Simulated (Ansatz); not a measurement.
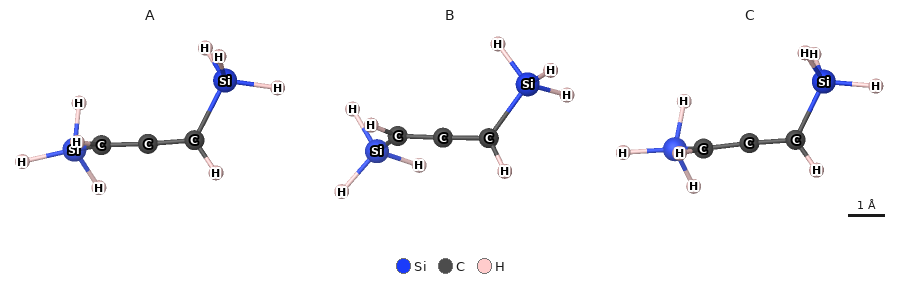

3 geometries from one relaxation of C₃H₈Si₂ (coarse preliminary run), in shuffled order. A ball-and-stick model, seen from a free direction.

The start comes from a force field.

Level of theory: Ansatz 0.2.0, RKS PBE-D4/def2-SVP. (force threshold 0.03 eV/Å; at most 200 steps)

Question: Order the frames from highest to lowest energy.

Answer: C, A, B. They are steps 0, 8, 21, at +0.506 eV, +0.067 eV relative to the last. An H atom moves most after the best rigid fit: 1.38 Å. Largest moves by element: H 1.38 Å, C 0.39 Å, Si 0.19 Å. Near-neighbour distances that change, for instance: C–Si 1.785 → 1.880 Å, C–H 1.039 → 1.107 Å, C–Si 1.819 → 1.880 Å, H–Si 1.447 → 1.502 Å. Bond angles that change, for instance: C–C–C 172.8° → 177.3°, C–C–H 123.1° → 118.9°, C–Si–H 112.7° → 109.1°. Groups turn about C–Si by about 60°, C–Si by about 60°. Over 19 accepted moves (21 points after the start) the energy falls by 0.506 eV. Largest force component: 2.2 eV/Å at the start, 0.027 eV/Å at the end. The line search rejected the trial steps at points 7, 16 of the run. The run took 28 s on 4 threads of Arm Neoverse V1 (shared host).
